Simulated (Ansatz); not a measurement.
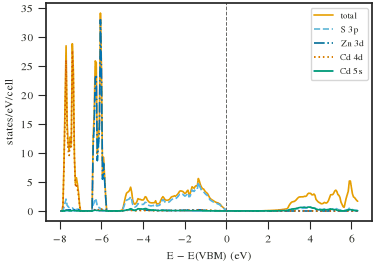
Figure. Total and projected density of states of ZnCdS₂ in space group P3m1 (No. 156; Zn on 1a, Cd on 1b, S on 1b, S on 1a), PBEsol in the plane-wave PAW code Ansatz

Task: Which orbitals carry the states next to the gap?

Result: Top 1 eV of the valence band: S 3p 88 %, Cd 4d 5 %. Bottom 1 eV of the conduction band: Zn 4s 31 %, S 3s 24 %, Cd 5s 23 %, S 3p 18 %. Projections are on Löwdin-orthogonalised atomic valence shells; empty p or d shells of many metals are not among them.

Task: Where is the tallest occupied peak in this window, and what makes it?

Result: Near -6.0 eV, about 34 states/eV per cell; the largest projected share is Zn 3d.

The workflow started from a Materials Project entry (that database holds measured and hypothetical structures alike); the Crystallography Open Database copy checked does not list it. Whether it is the stable phase at ambient conditions was not checked. The cell was relaxed with PBEsol under the symmetry of its start; of distortions, only those at the zone centre were tested. Spin–orbit coupling is left out wherever it is not named.

Potentials: the later of the program's two PAW sets.
